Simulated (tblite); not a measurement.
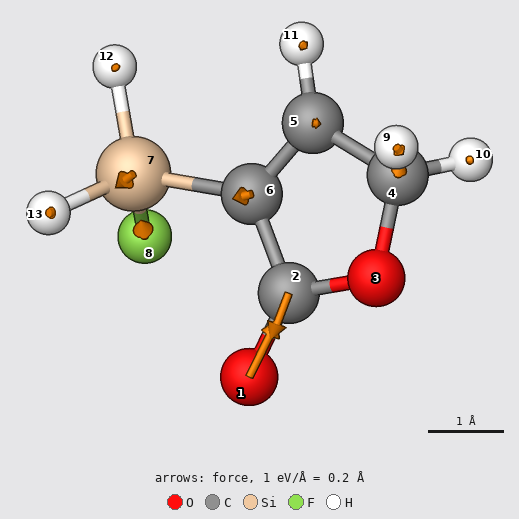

Starting geometry of C₄H₅FO₂Si with the computed forces as orange arrows. A ball-and-stick model, seen at a tilt.

Theory: GFN2-xTB geometry optimisation, gas phase in tblite 0.8.0. 

> Is this structure relaxed? If not, where do the atoms go?

It isn't relaxed: the largest force vector, on O1, is 4.46 eV/Å. The final displacements have little in common with the starting forces (cosine between the two patterns 0.23). Over 132 geometry steps the energy falls by 0.602 eV. The largest move after the best rigid fit is that of H13, 2.27 Å. Largest moves by element: H 2.27 Å, F 2.23 Å, O 0.95 Å, C 0.53 Å, Si 0.17 Å. Some distances before and after: Si7–F8 1.689 → 1.615 Å, O1–C2 1.261 → 1.200 Å, Si7–H13 1.496 → 1.453 Å, C4–H9 1.126 → 1.096 Å. Bond angles that change, for instance: H12–Si7–H13 106.5° → 117.1°, C5–C4–H9 104.8° → 112.5°, F8–Si7–H12 112.7° → 105.5°. Groups turn about C6–Si7 by about 120°. The run took 0.83 s on 1 thread of Arm Neoverse V1, with other jobs on the host.
